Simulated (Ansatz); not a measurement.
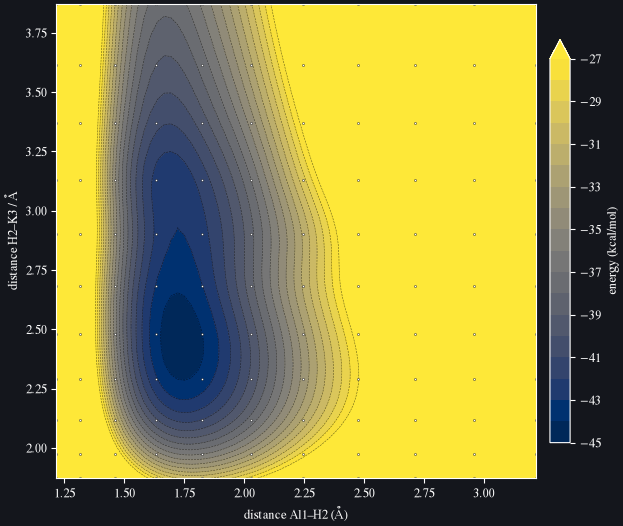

The system Al + HK, spin multiplicity 2. 
- First axis: distance Al1–H2. Second axis: distance H2–K3.
- Nothing is relaxed (the angle Al1–H2–K3 is fixed at 120 degrees).
- The scan uses an 11 × 11 grid.
- Points are written as (first, second).
- Energies: kcal/mol, counted from Al far from the relaxed HK (each part in its own basis).
- Method: UKS PBE0-D4/def2-SVPD (Ansatz 0.2.0).

The picture shows filled contours, dots at the grid points, one colour for all values above the top of the scale. Between grid points the surface is interpolated.

> Where is the minimum, and how stiff is the well along each coordinate?

The interpolated minimum is at distance Al1–H2 ≈ 1.736 Å, distance H2–K3 ≈ 2.445 Å. The curvatures there are about 7.2 eV/Å² and 1.9 eV/Å², with a cross term of about 0.46 eV/Å². Round the minimum the two coordinates are weakly coupled (coupling 0.12 in units of the two stiffnesses). (1 eV is 23.1 kcal/mol.)
